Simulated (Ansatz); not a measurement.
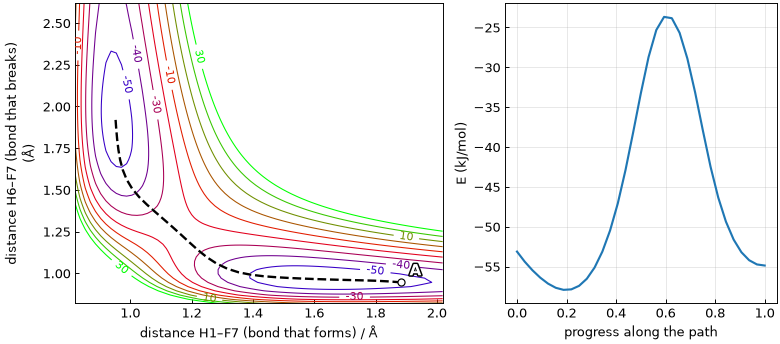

The reacting system CH3FOS (one molecule; an intramolecular shuttled-shift). The first coordinate is: distance H1–F7 (bond that forms); the second: distance H6–F7 (bond that breaks). Relaxed at each point: all other coordinates. Grid: 12 × 12 points. Points are written as (first, second). Energies: kJ/mol, counted from a guessed transition structure relaxed with its forming and breaking bonds held. The reference is spin-restricted, so regions where a bond is pulled apart into radicals lie too high. Method: Ansatz 0.2.0, RKS PBE0-D4/def2-SVP.

The picture shows contour lines labelled in kJ/mol (none above 30), a line along the lowest path, the energy along the path at the right, the start A. Between grid points the surface is interpolated.

Question: Describe the path and its barrier.

Answer: The easiest path runs from the side where the first distance is long, about (1.88 Å, 0.95 Å), to the well on the other side, about (0.95 Å, 1.93 Å). Its highest point, at about (1.17 Å, 1.23 Å), lies about 29 kJ/mol above the start and 31 kJ/mol above the end on the interpolated surface. On the way it dips to about 3.1 kJ/mol below the lower end.
